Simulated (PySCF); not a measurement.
# HCF2CF2OMe: NMR shifts in gas and solvents, part 2 of 2

PySCF 2.14.0. Atoms count from 0.

## (5) NMR shieldings: wB97X-D/pcSseg-2

Job settings and geometry (Å):

```
{"job": {"kind": "nmr", "xc": "wB97X-D", "basis": "pcSseg-2", "pop": false}, "charge": 0, "multiplicity": 1}
C     -1.899476     0.180470     0.029495
O     -0.539158     0.610894     0.031726
C      0.379526    -0.349216     0.201346
F      0.271636    -1.332665    -0.717265
F      0.257078    -0.954867     1.410989
C      1.770464     0.292642     0.127775
F      1.956441     0.817926    -1.095133
F      2.704705    -0.650621     0.334160
H     -2.490449     1.079699    -0.123451
H     -2.160387    -0.277481     0.984944
H     -2.079440    -0.521655    -0.785442
H      1.870073     1.078694     0.881757
```

Method: GIAO wB97X-D/pcSseg-2 NMR shielding, non-relativistic, gas phase.

The program printed:

```text
coarse grid: 11168 points
cycle   1  E = -591.1576825994  dE =  1.435e+00  |g| = 1.220e+00  |ddm| = 2.271e+00
cycle   2  E = -591.0923057609  dE =  6.538e-02  |g| = 1.471e+00  |ddm| = 1.053e+00
cycle   3  E = -591.4019295653  dE = -3.096e-01  |g| = 6.325e-02  |ddm| = 5.479e-01
cycle   4  E = -591.4024533696  dE = -5.238e-04  |g| = 3.169e-02  |ddm| = 4.201e-02
cycle   5  E = -591.4025937342  dE = -1.404e-04  |g| = 1.240e-02  |ddm| = 1.951e-02
cycle   6  E = -591.4026179442  dE = -2.421e-05  |g| = 2.149e-03  |ddm| = 6.152e-03
cycle   7  E = -591.4026189725  dE = -1.028e-06  |g| = 8.074e-04  |ddm| = 2.073e-03
final grid: 112736 points
cycle   8  E = -591.3966865342  dE = -2.742e-04  |g| = 1.443e-02  |ddm| = 4.610e-02
cycle   9  E = -591.3966846328  dE =  1.901e-06  |g| = 1.536e-02  |ddm| = 1.092e-02
cycle  10  E = -591.3967147297  dE = -3.010e-05  |g| = 1.104e-03  |ddm| = 5.164e-03
cycle  11  E = -591.3967149190  dE = -1.893e-07  |g| = 5.166e-04  |ddm| = 8.027e-04
cycle  12  E = -591.3967149676  dE = -4.865e-08  |g| = 1.061e-04  |ddm| = 3.270e-04
cycle  13  E = -591.3967149694  dE = -1.774e-09  |g| = 3.006e-05  |ddm| = 6.518e-05
cycle  14  E = -591.3967149696  dE = -1.949e-10  |g| = 8.818e-06  |ddm| = 3.210e-05
converged SCF energy = -591.3967149696

GIAO shielding tensors (ppm)
atom      isotropic    diamagn.    paramagn.     s11        s22        s33       span
  0 C      134.024     239.865    -105.841    105.534    110.850    185.689     80.155
  1 O      249.541     392.956    -143.415    184.433    257.673    306.517    122.083
  2 C       57.060     242.577    -185.518     38.132     64.665     68.382     30.251
  3 F      297.225     470.023    -172.797    191.273    325.024    375.379    184.106
  4 F      283.738     469.699    -185.961    173.042    308.863    369.308    196.266
  5 C       67.933     238.385    -170.452     49.767     72.627     81.405     31.638
  6 F      328.501     466.192    -137.691    224.759    354.594    406.151    181.392
  7 F      331.458     463.633    -132.175    229.199    355.529    409.645    180.446
  8 H       28.158      28.159      -0.001     24.235     26.102     34.137      9.902
  9 H       27.929      29.025      -1.097     23.612     26.279     33.895     10.283
 10 H       27.879      29.252      -1.373     23.527     26.391     33.720     10.193
 11 H       26.015      28.430      -2.415     24.262     25.148     28.635      4.373
```

Run time: 41 s. Hardware: 1 thread of AMD EPYC 9R45, shared host; peak memory 1.6 GiB.

In short: δ C2 129.2, C5 118.4, C0 52.3, O1 78.7, H11 5.62, H8 3.65 ppm (means over like atoms).

## (6) Nuclear shieldings: B97-2/pcSseg-2

The job, as its differences from that of step 5:

```diff
@@ -1,2 +1,2 @@
-{"job": {"kind": "nmr", "xc": "wB97X-D", "basis": "pcSseg-2", "pop": false}, "charge": 0, "multiplicity": 1}
+{"job": {"kind": "nmr", "xc": "B97-2", "basis": "pcSseg-2", "pop": false}, "charge": 0, "multiplicity": 1}
 C     -1.899476     0.180470     0.029495
```

Level: GIAO B97-2/pcSseg-2 NMR shielding, non-relativistic, gas phase.

The program printed:

```text
coarse grid: 11168 points
cycle   1  E = -591.1826925790  dE =  1.280e+00  |g| = 1.159e+00  |ddm| = 2.283e+00
cycle   2  E = -590.8969420609  dE =  2.858e-01  |g| = 1.811e+00  |ddm| = 1.162e+00
cycle   3  E = -591.3884296619  dE = -4.915e-01  |g| = 6.977e-02  |ddm| = 7.309e-01
cycle   4  E = -591.3889212869  dE = -4.916e-04  |g| = 4.505e-02  |ddm| = 5.955e-02
cycle   5  E = -591.3892191932  dE = -2.979e-04  |g| = 1.332e-02  |ddm| = 2.543e-02
cycle   6  E = -591.3892465059  dE = -2.731e-05  |g| = 2.757e-03  |ddm| = 6.600e-03
cycle   7  E = -591.3892475044  dE = -9.985e-07  |g| = 7.821e-04  |ddm| = 1.464e-03
final grid: 112736 points
cycle   8  E = -591.3768407523  dE = -1.442e-04  |g| = 1.185e-02  |ddm| = 4.801e-02
cycle   9  E = -591.3768184216  dE =  2.233e-05  |g| = 1.692e-02  |ddm| = 1.071e-02
cycle  10  E = -591.3768588974  dE = -4.048e-05  |g| = 1.432e-03  |ddm| = 6.909e-03
cycle  11  E = -591.3768592779  dE = -3.805e-07  |g| = 3.520e-04  |ddm| = 1.053e-03
cycle  12  E = -591.3768592933  dE = -1.539e-08  |g| = 1.635e-04  |ddm| = 2.103e-04
cycle  13  E = -591.3768592978  dE = -4.522e-09  |g| = 2.111e-05  |ddm| = 8.293e-05
cycle  14  E = -591.3768592979  dE = -6.594e-11  |g| = 4.241e-06  |ddm| = 1.355e-05
converged SCF energy = -591.3768592979

GIAO shielding tensors (ppm)
atom      isotropic    diamagn.    paramagn.     s11        s22        s33       span
  0 C      133.375     240.668    -107.294    104.983    110.428    184.713     79.731
  1 O      246.413     393.904    -147.492    183.940    253.830    301.468    117.528
  2 C       57.877     243.435    -185.558     38.766     65.753     69.111     30.345
  3 F      296.200     471.401    -175.201    190.894    323.504    374.202    183.308
  4 F      282.975     470.914    -187.938    173.017    307.625    368.284    195.267
  5 C       68.400     238.793    -170.393     49.933     73.325     81.941     32.008
  6 F      325.513     467.063    -141.550    222.620    352.601    401.318    178.697
  7 F      328.370     464.068    -135.698    226.721    353.607    404.783    178.061
  8 H       28.186      28.228      -0.041     24.324     26.137     34.098      9.774
  9 H       27.925      29.164      -1.240     23.645     26.250     33.878     10.233
 10 H       27.875      29.453      -1.578     23.557     26.365     33.703     10.146
 11 H       25.982      28.624      -2.642     24.252     25.128     28.567      4.316
```

It took 31 s on 1 thread of AMD EPYC 9R45, shared host; peak memory 1.4 GiB.

Key values: δ C2 127.5, C5 117.0, C0 52.0, O1 81.2, H11 5.65, H8 3.64 ppm (means over like atoms).

## (7) Nuclear shieldings: WP04/pcSseg-2 in chloroform

The job, as its differences from that of step 6:

```diff
@@ -1,2 +1,2 @@
-{"job": {"kind": "nmr", "xc": "B97-2", "basis": "pcSseg-2", "pop": false}, "charge": 0, "multiplicity": 1}
+{"job": {"kind": "nmr", "xc": "WP04", "basis": "pcSseg-2", "pop": false, "solvent": "chloroform"}, "charge": 0, "multiplicity": 1}
 C     -1.899476     0.180470     0.029495
```

With the program's defaults for keys left out, this is: GIAO WP04/pcSseg-2 NMR shielding, non-relativistic, IEF-PCM chloroform.

The program printed:

```text
coarse grid: 11168 points
cycle   1  E = -602.1623827952  dE =  1.293e+00  |g| = 1.669e+00  |ddm| = 2.249e+00
cycle   2  E = -601.4149260805  dE =  7.475e-01  |g| = 2.779e+00  |ddm| = 1.644e+00
cycle   3  E = -602.5469149469  dE = -1.132e+00  |g| = 1.627e-01  |ddm| = 1.145e+00
cycle   4  E = -602.5514422406  dE = -4.527e-03  |g| = 6.651e-02  |ddm| = 1.362e-01
cycle   5  E = -602.5521914472  dE = -7.492e-04  |g| = 2.293e-02  |ddm| = 4.214e-02
cycle   6  E = -602.5522650488  dE = -7.360e-05  |g| = 5.941e-03  |ddm| = 1.050e-02
cycle   7  E = -602.5522700396  dE = -4.991e-06  |g| = 1.223e-03  |ddm| = 2.790e-03
final grid: 112736 points
cycle   8  E = -602.5393996787  dE = -2.089e-04  |g| = 9.673e-03  |ddm| = 5.249e-02
cycle   9  E = -602.5393837149  dE =  1.596e-05  |g| = 1.396e-02  |ddm| = 1.006e-02
cycle  10  E = -602.5394164791  dE = -3.276e-05  |g| = 1.237e-03  |ddm| = 5.707e-03
cycle  11  E = -602.5394166824  dE = -2.033e-07  |g| = 5.751e-04  |ddm| = 8.700e-04
cycle  12  E = -602.5394167469  dE = -6.446e-08  |g| = 1.127e-04  |ddm| = 3.242e-04
cycle  13  E = -602.5394167486  dE = -1.782e-09  |g| = 4.540e-05  |ddm| = 6.765e-05
cycle  14  E = -602.5394167489  dE = -2.801e-10  |g| = 1.107e-05  |ddm| = 2.000e-05
converged SCF energy = -602.5394167489

GIAO shielding tensors (ppm)
atom      isotropic    diamagn.    paramagn.     s11        s22        s33       span
  0 C      118.373     239.611    -121.237     88.770     93.707    172.643     83.873
  1 O      227.976     393.944    -165.969    165.198    232.759    285.970    120.772
  2 C       40.506     242.632    -202.126     18.987     49.929     52.602     33.615
  3 F      290.662     474.226    -183.564    182.363    314.105    375.519    193.156
  4 F      278.150     473.913    -195.763    165.680    297.791    370.979    205.299
  5 C       53.044     239.184    -186.140     34.927     56.890     67.313     32.386
  6 F      323.793     470.711    -146.918    217.361    359.814    394.202    176.841
  7 F      326.995     468.022    -141.027    222.534    360.570    397.881    175.347
  8 H       28.258      28.248       0.010     24.630     26.154     33.991      9.361
  9 H       28.054      29.058      -1.004     24.072     26.366     33.724      9.652
 10 H       28.022      29.342      -1.320     23.997     26.484     33.586      9.590
 11 H       25.848      28.050      -2.202     24.219     24.978     28.346      4.127
```

Wall time 32 s (1 thread of AMD EPYC 9R45, shared host); peak memory 1.5 GiB.

This run: δ C2 134.6, C5 122.1, C0 56.7, O1 95.4, H11 6.02, H8 3.76 ppm (means over like atoms).

## (8) NMR shieldings: wB97X-D/pcSseg-2 in chloroform

The job, as its differences from that of step 7:

```diff
@@ -1,2 +1,2 @@
-{"job": {"kind": "nmr", "xc": "WP04", "basis": "pcSseg-2", "pop": false, "solvent": "chloroform"}, "charge": 0, "multiplicity": 1}
+{"job": {"kind": "nmr", "xc": "wB97X-D", "basis": "pcSseg-2", "pop": false, "solvent": "chloroform"}, "charge": 0, "multiplicity": 1}
 C     -1.899476     0.180470     0.029495
```

Level: GIAO wB97X-D/pcSseg-2 NMR shielding, non-relativistic, IEF-PCM chloroform.

The program printed:

```text
coarse grid: 11168 points
cycle   1  E = -591.1666807165  dE =  1.426e+00  |g| = 1.211e+00  |ddm| = 2.270e+00
cycle   2  E = -591.1097744304  dE =  5.691e-02  |g| = 1.442e+00  |ddm| = 1.012e+00
cycle   3  E = -591.4073206986  dE = -2.975e-01  |g| = 6.049e-02  |ddm| = 5.244e-01
cycle   4  E = -591.4078437371  dE = -5.230e-04  |g| = 2.749e-02  |ddm| = 4.210e-02
cycle   5  E = -591.4079528346  dE = -1.091e-04  |g| = 1.105e-02  |ddm| = 1.808e-02
cycle   6  E = -591.4079718667  dE = -1.903e-05  |g| = 2.147e-03  |ddm| = 5.535e-03
cycle   7  E = -591.4079729332  dE = -1.066e-06  |g| = 6.735e-04  |ddm| = 2.166e-03
final grid: 112736 points
cycle   8  E = -591.4019825507  dE = -2.740e-04  |g| = 1.443e-02  |ddm| = 4.598e-02
cycle   9  E = -591.4019813563  dE =  1.194e-06  |g| = 1.528e-02  |ddm| = 1.089e-02
cycle  10  E = -591.4020109346  dE = -2.958e-05  |g| = 1.049e-03  |ddm| = 4.926e-03
cycle  11  E = -591.4020111116  dE = -1.770e-07  |g| = 4.969e-04  |ddm| = 8.002e-04
cycle  12  E = -591.4020111586  dE = -4.696e-08  |g| = 9.557e-05  |ddm| = 3.227e-04
cycle  13  E = -591.4020111601  dE = -1.544e-09  |g| = 3.477e-05  |ddm| = 6.964e-05
cycle  14  E = -591.4020111604  dE = -2.681e-10  |g| = 9.509e-06  |ddm| = 3.562e-05
converged SCF energy = -591.4020111604

GIAO shielding tensors (ppm)
atom      isotropic    diamagn.    paramagn.     s11        s22        s33       span
  0 C      133.718     240.111    -106.393    104.463    110.111    186.579     82.116
  1 O      249.155     393.374    -144.219    183.059    258.208    306.196    123.137
  2 C       56.810     242.396    -185.587     37.248     65.275     67.906     30.657
  3 F      299.631     470.246    -170.615    193.441    327.794    377.658    184.216
  4 F      285.172     469.886    -184.714    174.161    310.585    370.769    196.608
  5 C       67.763     238.489    -170.727     50.669     71.736     80.883     30.215
  6 F      332.181     466.648    -134.467    227.745    357.207    411.593    183.848
  7 F      335.403     464.244    -128.841    232.827    358.163    415.219    182.392
  8 H       27.952      27.915       0.037     24.020     25.837     34.000      9.981
  9 H       27.816      28.825      -1.009     23.501     26.119     33.828     10.328
 10 H       27.789      29.083      -1.294     23.433     26.250     33.683     10.250
 11 H       25.725      27.945      -2.221     23.924     24.783     28.468      4.544
```

Wall time 43 s (1 thread of AMD EPYC 9R45, shared host); peak memory 1.6 GiB.

Key values: δ C2 130.3, C5 119.3, C0 53.4, O1 86.0, H11 5.89, H8 3.76 ppm (means over like atoms).

## (9) Side by side: NMR shifts

Shifts (ppm) of some atoms, chosen among heavy atoms and hydrogens apart, means over like atoms, with basis size and wall time:

```csv
run,C2,C5,H11,H8,O1,F3,F6,functions,time
PBE0/pcSseg-2,128.7,118.1,5.65,3.64,82.0,-114.1,-152.2,344,34 s
KT3/pcSseg-2,126.9,116.7,5.80,3.67,90.7,-132.1,-165.4,344,44 s
wB97X-D/pcSseg-2,129.2,118.4,5.62,3.65,78.7,-105.5,-145.0,344,41 s
B97-2/pcSseg-2,127.5,117.0,5.65,3.64,81.2,-113.6,-151.0,344,31 s
WP04/pcSseg-2 in chloroform,134.6,122.1,6.02,3.76,95.4,-105.5,-146.4,344,32 s
wB97X-D/pcSseg-2 in chloroform,130.3,119.3,5.89,3.76,86.0,-105.2,-146.6,344,43 s
```

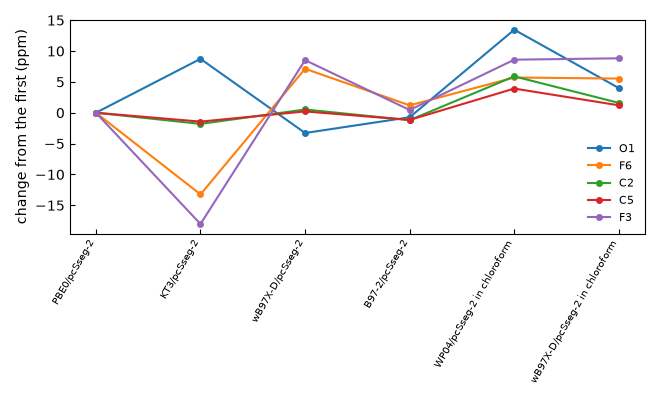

How five of the tabulated atoms move from run to run.

## (10) Summary of results

This closing draws on all 2 parts.

| quantity | value |
| --- | --- |
| point group | C1 |
| rotational constants (main isotopes) | 3.35, 1.62, 1.38 GHz |
| 13C shifts against TMS (PBE0/pcSseg-2) | 128.7, 118.1, 51.8 ppm |
| 1H shifts against TMS (PBE0/pcSseg-2, means over atoms taken as alike) | 5.65, 3.64 ppm |
| 17O shifts against H2O (PBE0/pcSseg-2) | 82.0 ppm |
| 19F shifts against CFCl3 (PBE0/pcSseg-2, means over atoms taken as alike) | -114.1, -152.2 ppm |
| range of the shift of O1 (wB97X-D/pcSseg-2 runs) | 78.7 to 86.0 ppm |

**Reading.** Relaxing lowered the energy by 0.094 eV in 7 steps; the close pair that moved most is C0–H8, from 1.123 to 1.087 Å. The most deshielded hydrogen is H11 (hydrogen on an sp3 CH bonded to 2 F), at 5.65 ppm: its carbon carries F, an electronegative neighbour. At one level, wB97X-D/pcSseg-2: Across the 2 runs the shift of O1 moves most, between 78.7 (wB97X-D/pcSseg-2) and 86.0 ppm (wB97X-D/pcSseg-2 in chloroform). Most of that comes from the computed reference, not from the atom's own shielding.
